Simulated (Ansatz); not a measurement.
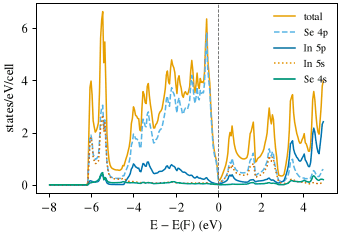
Total and projected density of states of In$_{2}$Se$_{3}$ in space group P3m1 (No. 156; Pearson symbol hP5), the program Ansatz at the PBE+D3(BJ) level (PAW)

### Question
Which orbitals carry the states next to the Fermi level?

### Answer
Within 0.5 eV of the Fermi level: Se 4p 80 %, In 5s 10 %, In 5p 7 %. Projections are on Löwdin-orthogonalised atomic valence shells; empty p or d shells of many metals are not among them.

### Question
Where is the tallest occupied peak in this window, and what makes it?

### Answer
Near -5.4 eV, about 6.6 states/eV per cell; the largest projected share is Se 4p.

The start of the workflow was typed in or built on a structure type; neither database checked (COD, Materials Project) lists it. COD files the formula under space group No. 160, 166, 169, 170. Whether it is the stable phase at ambient conditions was not checked. The cell was relaxed with PBE+D3(BJ) under the symmetry of its start; its stability against distortions is not shown here. Scalar-relativistic: spin–orbit coupling is off unless named, which matters more the heavier the elements.

Potentials: the earlier of the program's two PAW sets.
